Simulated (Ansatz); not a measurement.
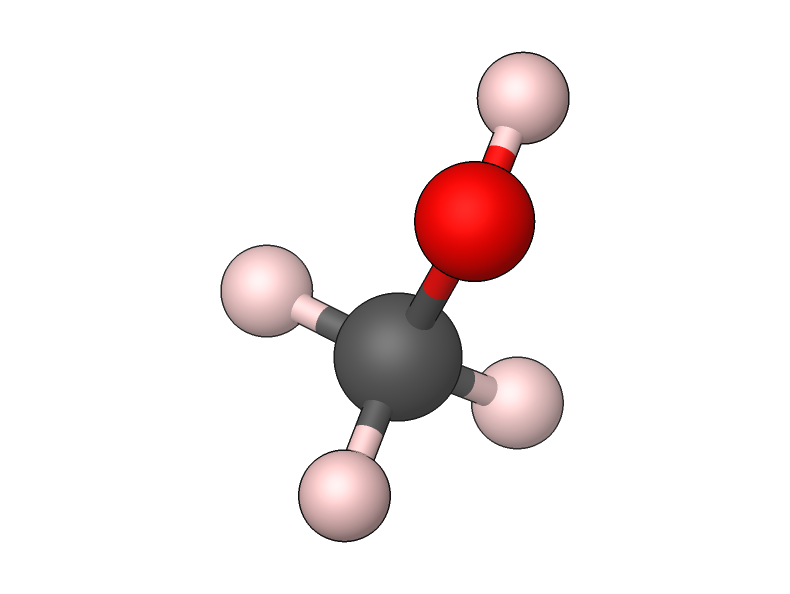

The picture shows a molecular structure as a ball-and-stick model. Colours: oxygen red, carbon dark grey, hydrogen pink.

**What is the molecular formula?**

CH₄O, 6 atoms: 1 carbon, 4 hydrogen and 1 oxygen.

**Count the bonded pairs by element.**

3 C–H, 1 C–O, 1 O–H. Sticks follow a distance rule.

The parts below concern this one geometry. Atoms keep their numbers from picture to picture. The computed structure is the end point of a PBE0-D4/def2-TZVP optimisation.

**Shape**

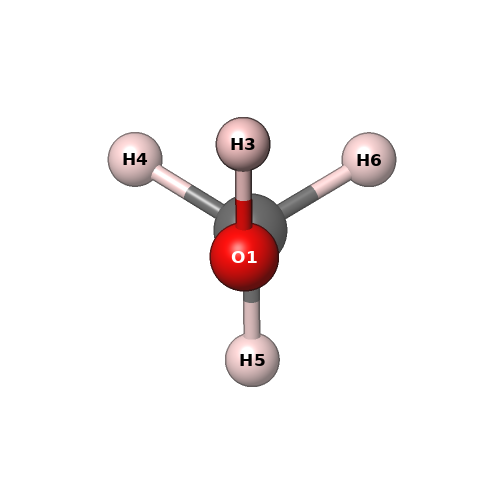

C2 lies behind O1. The molecule seen nearly along the O1–C2 bond, O1 in front. Atoms fade into the background with distance from the viewer.

**What is the torsion angle H3–O1–C2–H4? The sign is positive where the front bond must turn clockwise to cover the back bond.**

−62°, synclinal (gauche).

**Dipole moment**

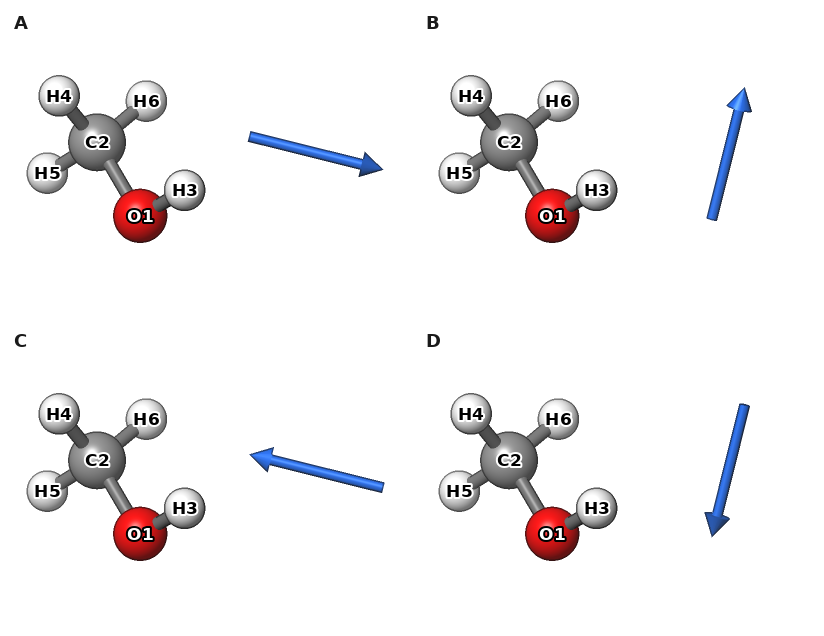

The same molecule four times, each with an arrow. Method: RKS PBE0-D4/def2-TZVP (Ansatz 0.2.0).

**Which arrow points along the dipole moment, from the negative to the positive end?**

B. The dipole moment is 1.67 D; it points from the side of O1, H5 to the side of H4, H6 (the outermost atoms at the two ends).

**Charges**

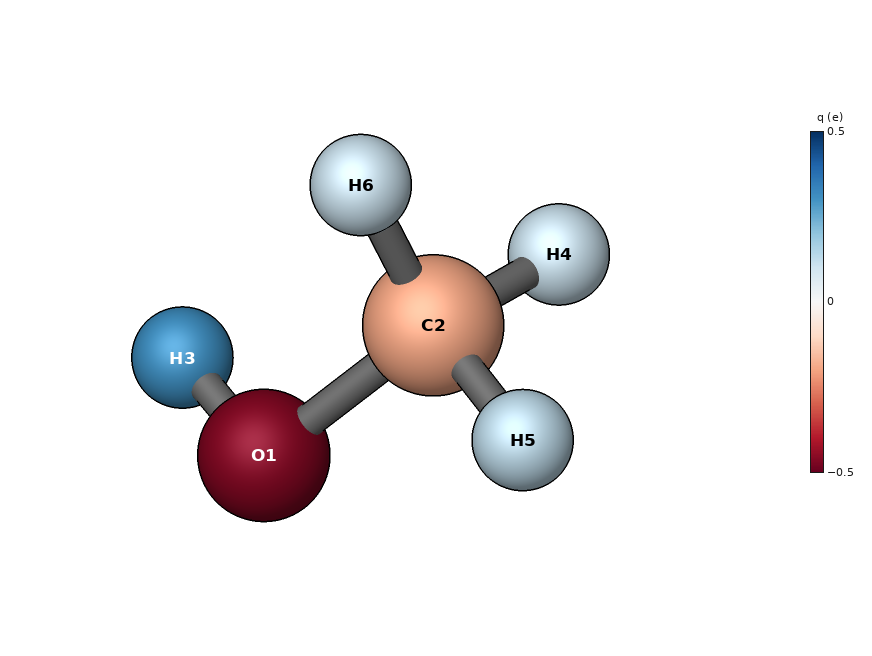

Atoms are coloured by their Mulliken charges. Level of theory: RKS PBE0-D4/def2-TZVP (Ansatz 0.2.0).

Give the Mulliken charges atom by atom.

| atom | value (e) |
| --- | --- |
| O1 | −0.46 |
| C2 | −0.19 |
| H3 | 0.31 |
| H4 | 0.11 |
| H5 | 0.13 |
| H6 | 0.11 |

**Vibrations**

Harmonic vibrations computed with RKS PBE0-D4/def2-TZVP (Ansatz 0.2.0) at a stationary point of the same level.

**How many vibrational modes are there, and where do they lie?**

12 modes: 307, 1064, 1108, 1174, 1374, 1477, 1490, 1505, 3005, 3057, 3131, 3879 cm⁻¹.

Mulliken values depend strongly on the basis set and can even reverse the polarity of a bond.
